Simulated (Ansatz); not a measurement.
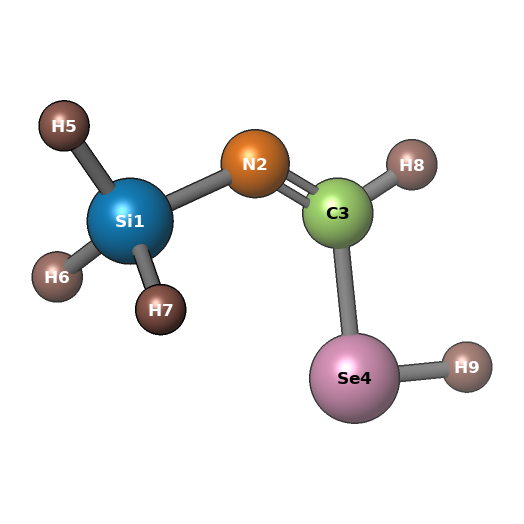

Distant atoms are faded towards the background colour. The computed structure is the end point of a PBE-D4/def2-SVP optimisation. No frequency run is at hand to confirm it as a minimum.

Q: Which atoms or bonds are stereogenic?

A: Double bonds: N2=C3.

Q: Give the R/S and E/Z labels.

A: N2=C3: Z.

Q: Give a SMILES with the stereochemistry.

A: [SiH3]/N=C\[SeH]
